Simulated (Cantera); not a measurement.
Input: 1 mol Ti(OiPr)4, 0.6 mol O2, held at 0.00940 bar.

Equilibrium computed with Cantera from the NASA thermochemical tables; the gas is ideal and each condensed phase is pure. Candidate condensed phases: C, C6H6, C7H8, C8H18, H2O, Ti, TiC, TiO, TiO2, Ti2O3, Ti3O5, Ti4O7; 113 gas species. The feed counts by its element totals alone. TiC: taken at fixed stoichiometry. Kinetics and transport are ignored.

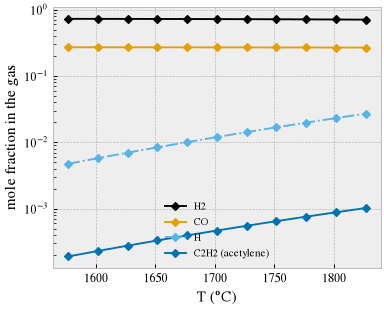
Fig. 1. Equilibrium gas composition (values under 1e-9 drawn at 1e-9)

### Question
Read off the mole fractions at 1627 °C.

### Answer
H2 about 0.72, CO about 0.27, H about 0.0070, C2H2 (acetylene) about 0.00028.
